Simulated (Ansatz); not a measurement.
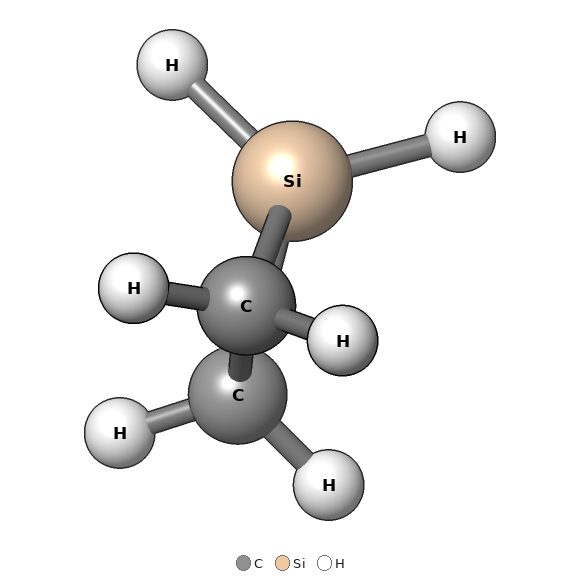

The picture shows a molecular structure as a ball-and-stick model.

The geometry was computed by an optimisation with PBE0-D4/def2-TZVP.

What does the picture show?

It has 9 atoms: 2 carbon, 6 hydrogen and 1 silicon (C₂H₆Si). As SMILES it reads `C1C[SiH2]1`. Independent rings (smallest set): 1 of 3 members. Among its groups: Si–H bond. This geometry has C2v symmetry.

The parts below concern this one geometry. Atoms keep their numbers from picture to picture.

**Vibrations**

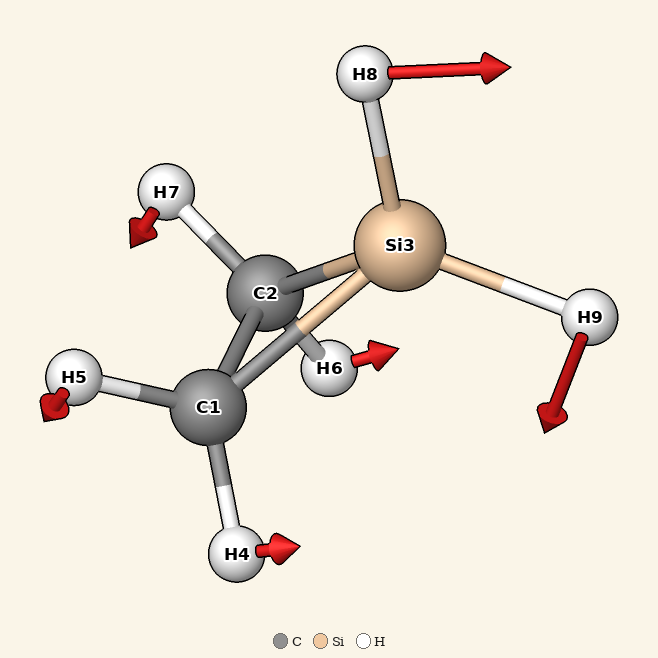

The arrows show one normal mode. Harmonic vibrations computed with RKS PBE0-D4/def2-TZVP (Ansatz 0.2.0) at a stationary point of the same level.

Question: Describe the motion.

Answer: Mostly C–Si–H bending.

Question: At what wavenumber does it lie?

Answer: 498 cm⁻¹; it is mode 2 of 21 counted from the lowest.

**Electronic properties**

Method: RKS PBE0-D4/def2-SVP (Ansatz 0.2.0).

Predict the main results.

- HOMO energy (Kohn–Sham orbital): −6.92 eV
- LUMO energy (Kohn–Sham orbital): 0.80 eV
- HOMO–LUMO gap: 7.72 eV
- dispersion correction: −11.6 kJ/mol

**Thermal motion**

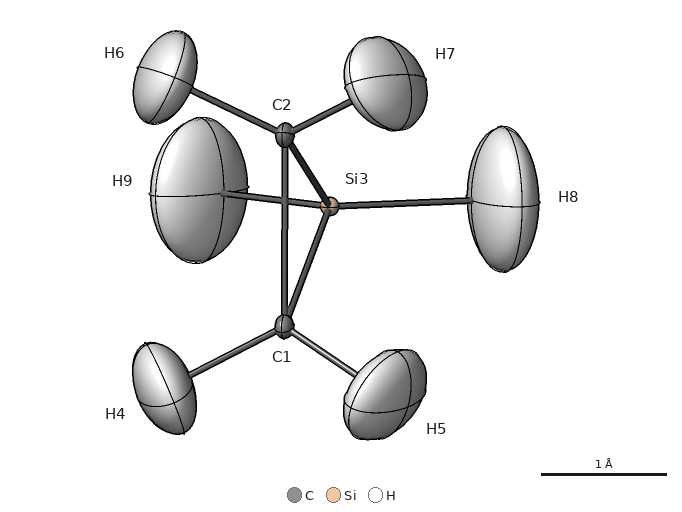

Displacement ellipsoids at the 50 % level, enlarged 2 times, from the internal vibrations of the free molecule (harmonic, no overall translation or rotation; no half-axis is drawn under 0.075 Å). Vibrations computed with RKS PBE0-D4/def2-TZVP (Ansatz 0.2.0). Temperature: 400 K.

Question: Which atom has the largest mean-square displacement?

Answer: H8, H9, with U_eq = 0.0236 Å².

Question: Does H9 move more along its bond or across it?

Answer: Across it: the root-mean-square amplitude is 0.086 Å along the bond and up to 0.188 Å across, since bending and torsion are softer than stretching.

Give the displacement parameters, one line for each set of equivalent atoms.

```tsv
atom	U_eq (Å²)	rms amplitudes (Å)
C1, C2	0.00099	0.022, 0.032, 0.038
Si3	0.00030	0.012, 0.016, 0.022
H4, H5, H6, H7	0.0155	0.074, 0.126, 0.159
H8, H9	0.0236	0.085, 0.168, 0.188
```
